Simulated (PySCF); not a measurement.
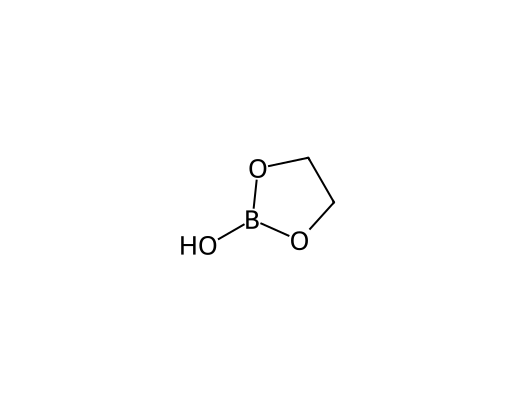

Write the SMILES.

OB1OCCO1

What is the molecular formula?

C2H5BO3.

The parts below concern this one geometry. Atoms keep their numbers from picture to picture. Computed geometry: PBE0-D3(BJ)/def2-SVP optimisation. No frequency run is at hand to confirm it as a minimum.

Shape

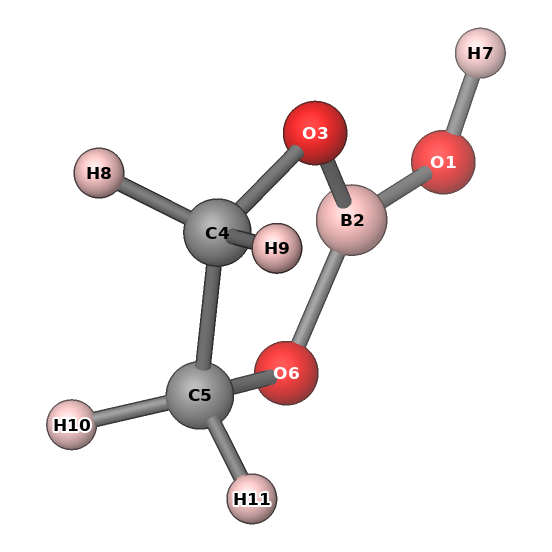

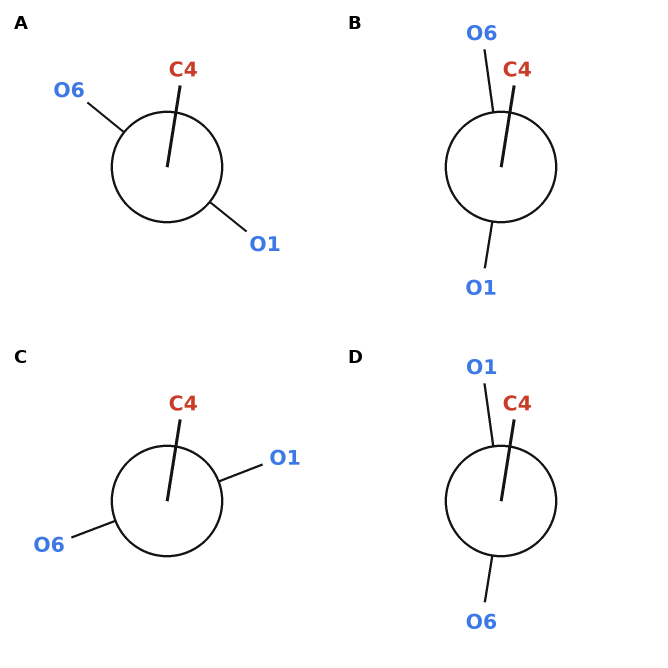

Atoms fade into the background with distance from the viewer. Bonds that would overlap in a projection are set slightly apart. No frequency run is at hand to confirm it as a minimum.

Which Newman projection shows the view along O3–B2, with O3 in front?

B. The torsion angle C4–O3–B2–O1 is 180°, antiperiplanar (anti).

Excitation

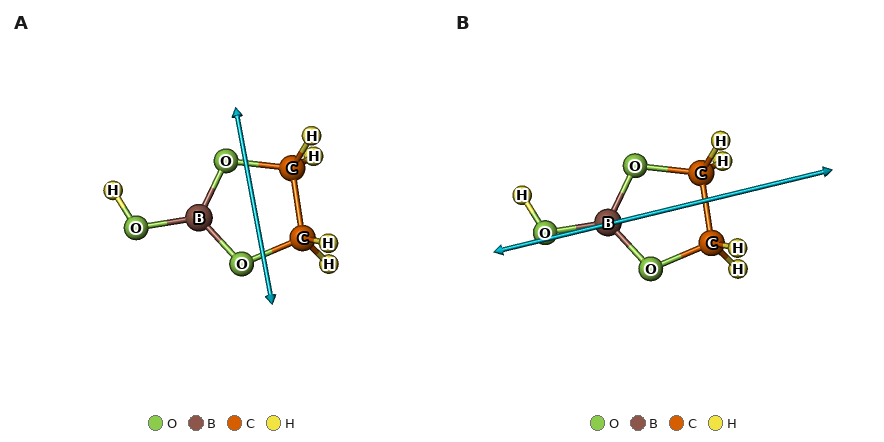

The double arrows show the directions of two transition dipoles from the ground state (lengths mean nothing). No frequency run is at hand to confirm it as a minimum. Properties computed with TDDFT CAM-B3LYP/def2-SVPD, vertical, gas phase, core orbitals frozen in the response (PySCF 2.14.0).

One belongs to singlet state 6 and one to singlet state 8. Which is which?

A: state 8, 9.14 eV (136 nm), oscillator strength 0.053, mainly HOMO−3 → LUMO (weight 0.87).
B: state 6, 8.75 eV (142 nm), oscillator strength 0.023, mainly HOMO−2 → LUMO (weight 0.80).

Charges

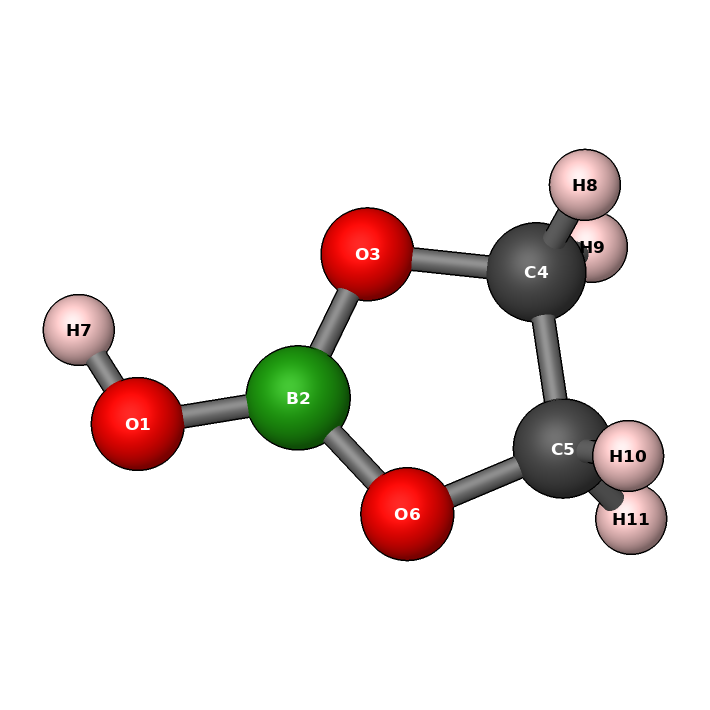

The questions are on IAO charges. No frequency run is at hand to confirm it as a minimum. Properties computed with PBE0/pcSseg-1 in acetonitrile (IEF-PCM) (PySCF 2.14.0).

List the IAO charges.

```tsv
atom	value (e)
O1	−0.57
B2	0.61
O3	−0.46
C4	−0.07
C5	−0.07
O6	−0.45
H7	0.40
H8	0.15
H9	0.15
H10	0.15
H11	0.15
```

NMR shielding

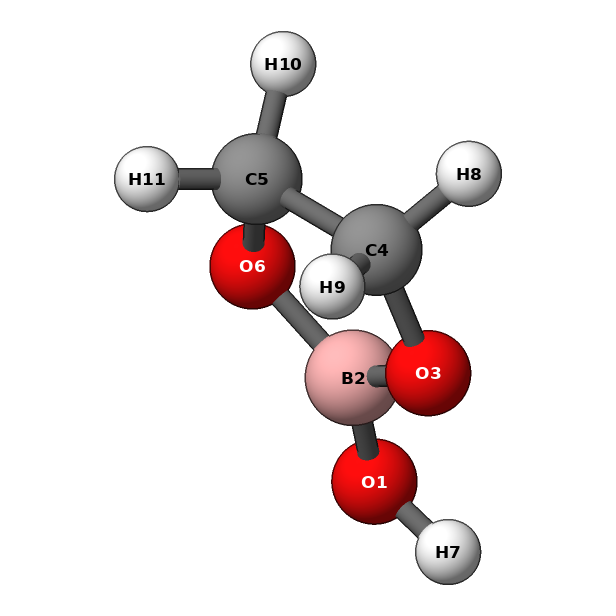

No frequency run is at hand to confirm it as a minimum. Properties computed with GIAO PBE0/pcSseg-1 NMR shielding, non-relativistic, IEF-PCM acetonitrile (PySCF 2.14.0). Principal shieldings σ11 ≤ σ22 ≤ σ33, span Ω = σ33 − σ11, skew κ = 3(σiso − σ22)/Ω.

Give the shielding tensors of the B atoms.

| atom | σ11 | σ22 | σ33 | σiso | Ω | κ |
| --- | --- | --- | --- | --- | --- | --- |
| B2 | 69.8 | 70.6 | 91.4 | 77.2 | 21.6 | 0.93 |

Shieldings and span in ppm.
